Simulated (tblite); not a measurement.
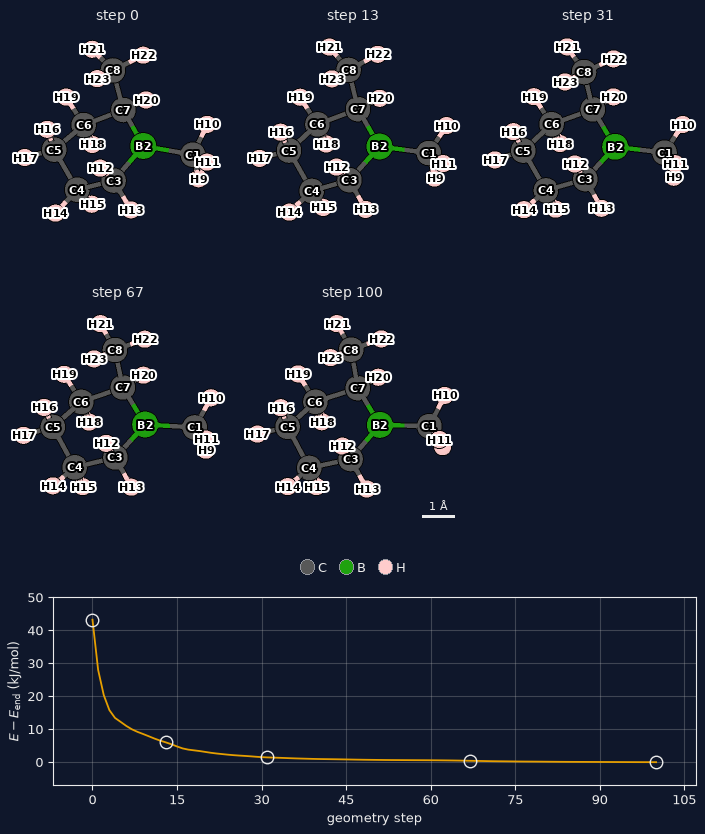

Frames of a relaxation of C7H15B, marked on the history of the run. A ball-and-stick model, seen at a tilt.

Theory: GFN2-xTB geometry optimisation, gas phase (tblite 0.8.0). 

Q: What happens along the run?

A: The largest move after the best rigid fit is that of H9, 0.43 Å. By element the largest moves are H 0.43 Å, C 0.23 Å, B 0.23 Å. Some distances before and after: C8–H21 1.127 → 1.089 Å, C5–H16 1.121 → 1.092 Å, C1–H10 1.114 → 1.088 Å, C7–C8 1.515 → 1.540 Å. Among the angles between lasting bonds that change: H9–C1–H11 114.4° → 106.1°, B2–C1–H10 106.3° → 113.8°, B2–C3–C4 107.9° → 114.0°. The energy falls by 43.3 kJ/mol in 100 geometry steps. The run took 0.58 s on 1 thread of Arm Neoverse V2 (shared host). From step 0 to 13: H15 moves most (0.16 Å), energy −37.2 kJ/mol. From step 13 to 31: H22 moves most (0.18 Å), energy −4.57 kJ/mol. From step 31 to 67: H10 moves most (0.16 Å), energy −1.03 kJ/mol. From step 67 to 100: H10 moves most (0.18 Å), energy −0.42 kJ/mol.

```
step  E − E(0), kJ/mol
   0              0.00
   1            -15.22
   2            -22.89
   3            -27.45
   4            -29.83
   5            -31.03
   6            -32.25
   7            -33.29
   8            -34.07
   9            -34.72
  10            -35.40
  15            -38.49
  19            -39.88
  24            -40.98
  29            -41.61
  34            -41.98
  38            -42.21
  43            -42.37
  48            -42.52
  53            -42.61
  57            -42.65
  62            -42.70
  67            -42.84
  72            -42.98
  76            -43.06
  81            -43.12
  86            -43.17
  91            -43.20
  95            -43.23
 100            -43.26
```
